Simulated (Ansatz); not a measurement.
Cl₃GaH₃N

```xyz
8

Ga   -0.4731    0.9026   -0.0272
N     0.4772   -0.9318    0.0272
Cl   -1.4558    0.7885   -1.9500
Cl   -1.7274    0.7568    1.7281
H     1.4860   -0.7851    0.1013
Cl    1.2489    2.2055    0.1113
H     0.1621   -1.4745    0.8336
H     0.2821   -1.4621   -0.8242
```

Theory: RKS PBE0/def2-SVP in Ansatz 0.2.0.

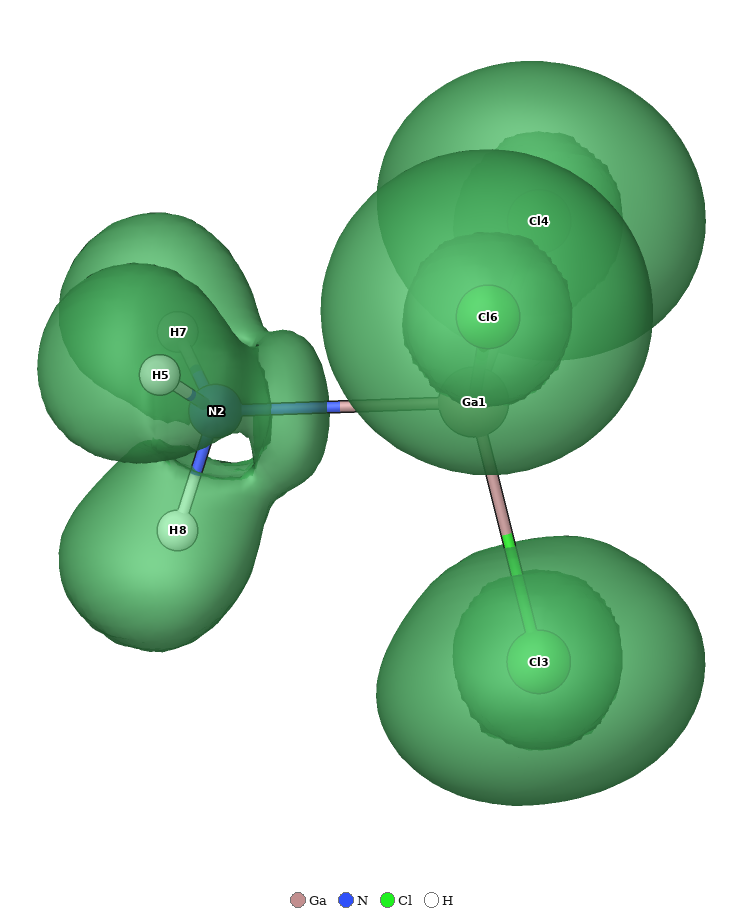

Figure 1. Isosurface of the ELF at 0.75 (green), seen at a tilt. Only the valence region is drawn (cores and ρ < 0.01 e/Å³ removed).

Describe the localisation domains.

Answer. The surface consists of three regions wrapped around Cl (the valence shell of each) and one joined region spread over several atoms (H, N), in which their bonds and any lone pairs are merged. Along the contacts the grid gives the following. Ga–N (2.07 Å): the ELF peaks at about 0.95 in the valence shell of N, 0.6 Å from its nucleus, and is about 0.35 at the midpoint. Ga–Cl (2.16 Å): the ELF peaks at about 0.85 in the valence shell of Cl, 0.8 Å from its nucleus, and is about 0.55 at the midpoint.

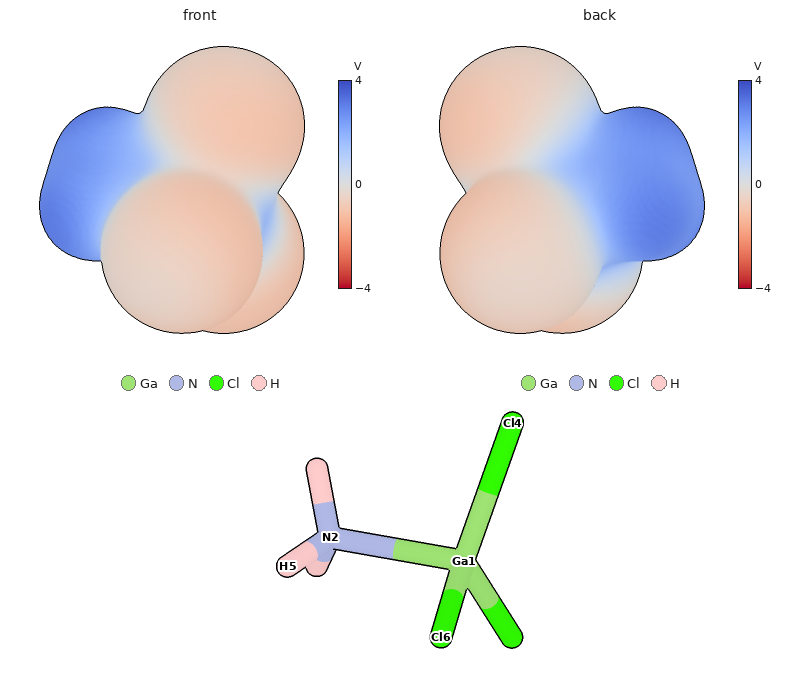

Figure 2. The electrostatic potential painted on the density surface at 0.002 e/bohr³, seen from the front and from behind; the colour scale runs from red (negative) to blue (positive). The bare structure is drawn below in the same view.

Describe the electrostatic potential map.

Answer. The most negative region (about −1.0 V) lies over Cl3, Cl4 and Cl6, the most positive (about +3.0 V) over H5, H7 and H8.

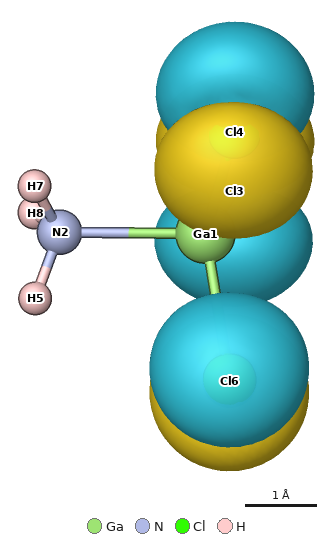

Figure 3. The HOMO at ±0.08 Å⁻³ᐟ² (yellow and cyan are the two phases), seen from one side.

What is the character of this orbital?

Answer. By Hirshfeld shares it lies mainly on Cl6 (about 35 %), Cl4 (about 30 %) and Cl3 (about 30 %); largely a combination of lone pairs on Cl6, Cl4 and Cl3. Its energy is −8.37 eV.
